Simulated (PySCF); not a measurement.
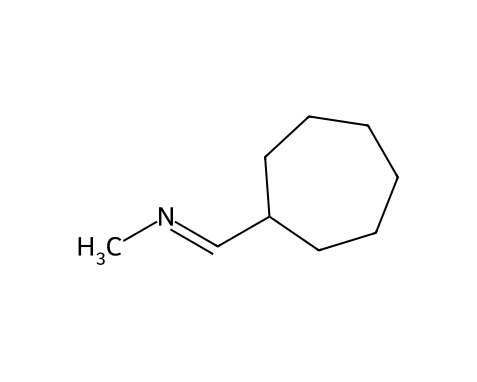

Skeletal drawing of a molecule.

> Give its SMILES.

C/N=C/C1CCCCCC1

> What is the molecular formula?

C9H17N.

More results for the same structure follow; atom numbers are the same in all pictures, views and colours differ. Computed geometry: PBE0-D3(BJ)/def2-SVP optimisation. No frequency run is at hand to confirm it as a minimum.

### Shape

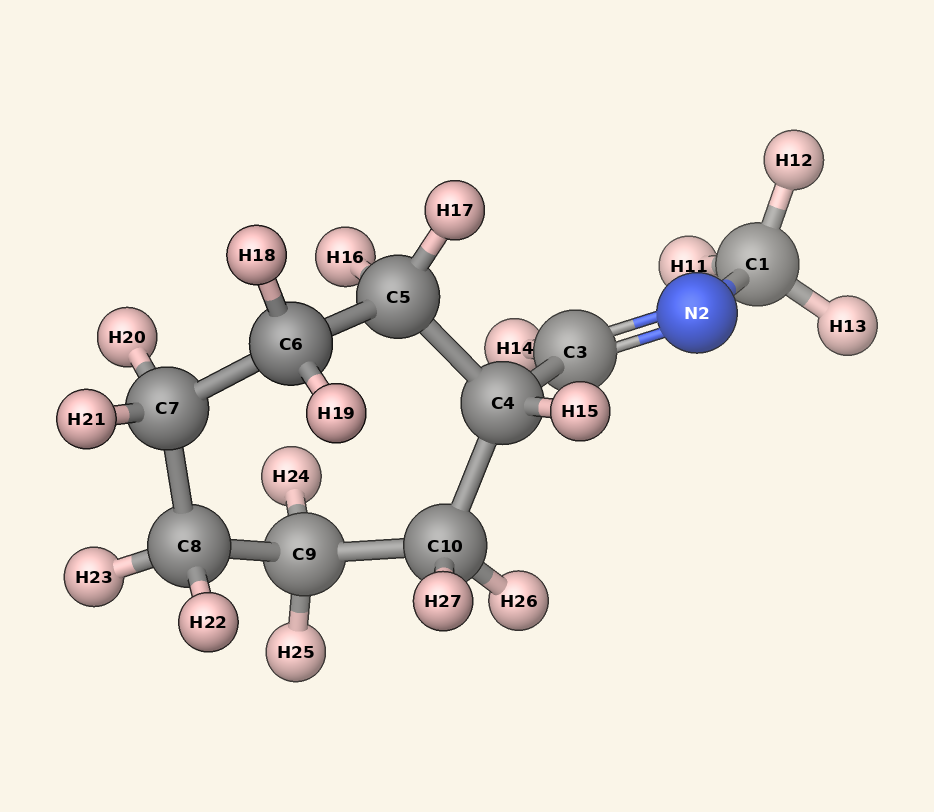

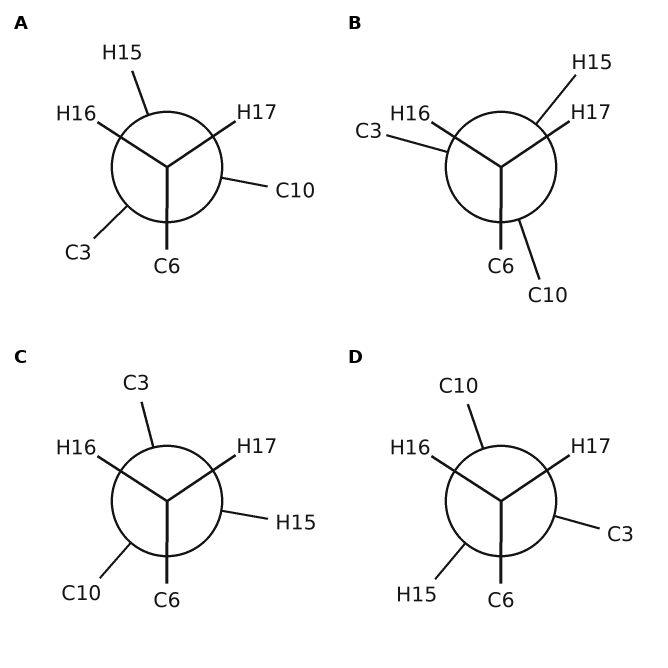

Depth is shown by fading: the farther an atom, the more it takes the colour of the background. Bonds that would overlap in a projection are set slightly apart. No frequency run is at hand to confirm it as a minimum.

> Which Newman projection shows the view along C5–C4, with C5 in front?

C. The torsion angle C6–C5–C4–C10 is 41°, synclinal (gauche).

### Dipole moment

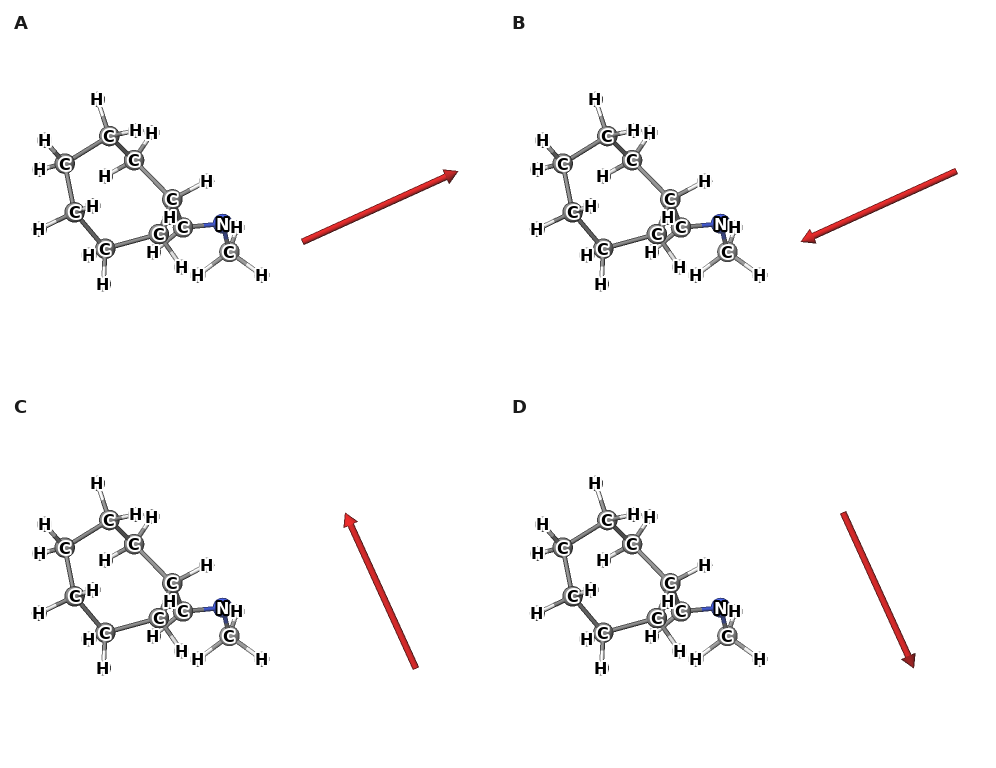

The same molecule four times, each with an arrow. No frequency run is at hand to confirm it as a minimum. Level of theory: PBE0/pcSseg-1 in dimethylsulfoxide (IEF-PCM) (PySCF 2.14.0).

> Which arrow points along the dipole moment, from the negative to the positive end?

B. The dipole moment is 2.19 D.

### Ring current

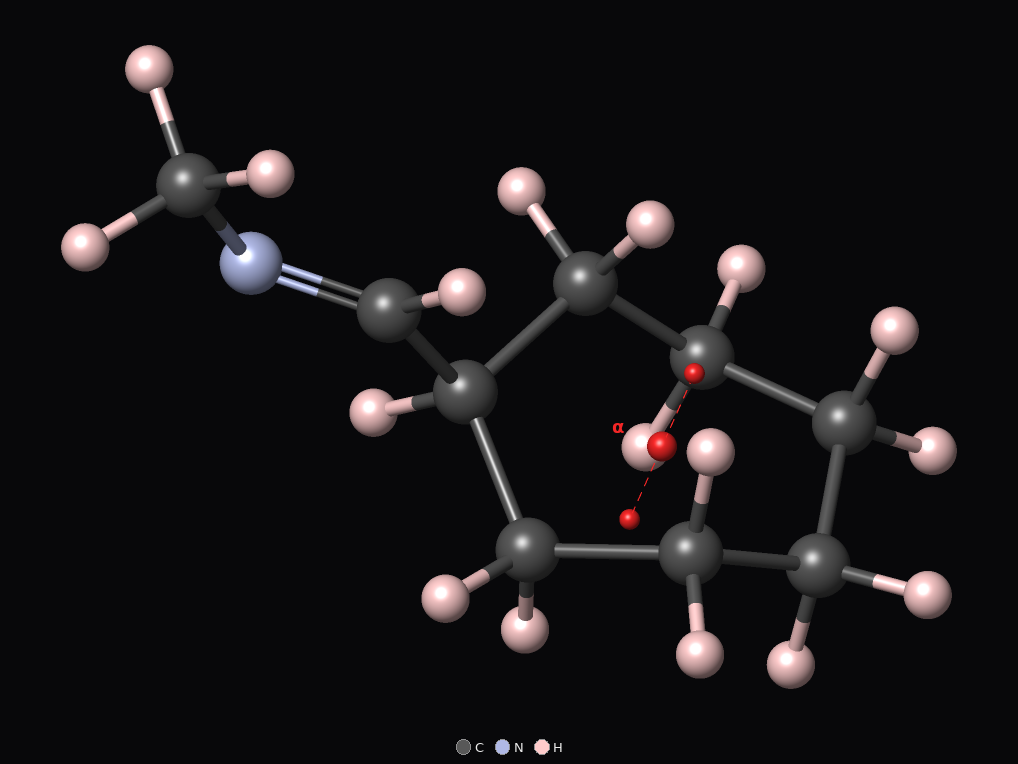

The small points mark where nucleus-independent chemical shifts (NICS) were computed: at the centre of each lettered ring and 1 Å above and below it. No frequency run is at hand to confirm it as a minimum. Method: GIAO PBE0/pcSseg-1 NMR shielding, non-relativistic, IEF-PCM acetonitrile (PySCF 2.14.0).

Give NICS(0), NICS(1) and the out-of-plane component NICS(1)zz for each ring (means of the two sides).

| ring | members | NICS(0) | NICS(1) | NICS(1)zz |
| --- | --- | --- | --- | --- |
| α | C7 | −2.3 | −2.1 | 3.4 |

Values in ppm.

> What do the values say about the ring currents?

Ring α: weak, as in a non-aromatic ring. NICS is one index among several.

### NMR shielding

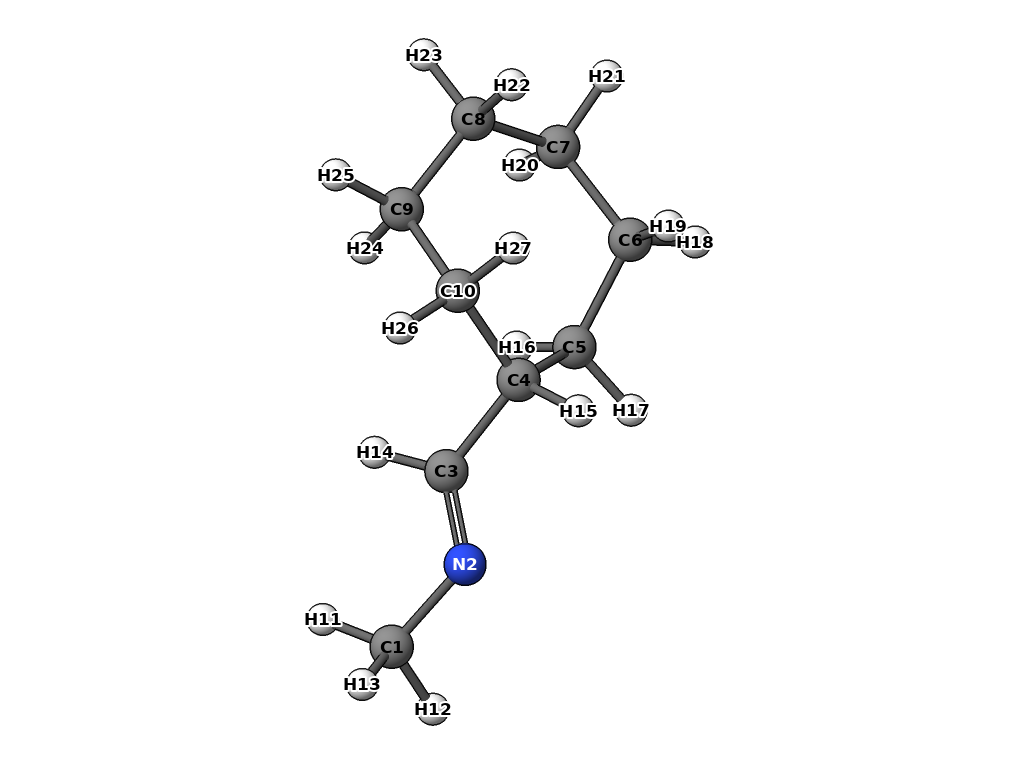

The questions are on isotropic NMR shieldings of the C atoms. No frequency run is at hand to confirm it as a minimum. Properties computed with GIAO PBE0/pcSseg-1 NMR shielding, non-relativistic, IEF-PCM acetonitrile (PySCF 2.14.0).

> Which C atom is the most shielded (lowest chemical shift)?

C9 (159.8 ppm).

> Which C atom is the least shielded (highest chemical shift)?

C3 (6.6 ppm).

> How wide is the range of C shifts?

153.2 ppm.

List the isotropic NMR shieldings of the C atoms.

```
atom  σ (ppm)
  C1    134.5
  C3      6.6
  C4    138.2
  C5    152.2
  C6    157.5
  C7    150.1
  C8    149.7
  C9    159.8
 C10    152.6
```

### Quadrupole coupling

No frequency run is at hand to confirm it as a minimum. Electric field gradients from the ground-state density, PBE0/pcSseg-1 in acetonitrile (IEF-PCM) (PySCF 2.14.0), non-relativistic apart from any core potentials.

Give the largest field-gradient component, the quadrupole coupling constant and the asymmetry for 14N at N2 (Q = 20.44 mb).

| atom | V_zz (a.u.) | e²qQ/h (MHz) | η |
| --- | --- | --- | --- |
| N2 | −1.035 | −4.97 | 0.28 |
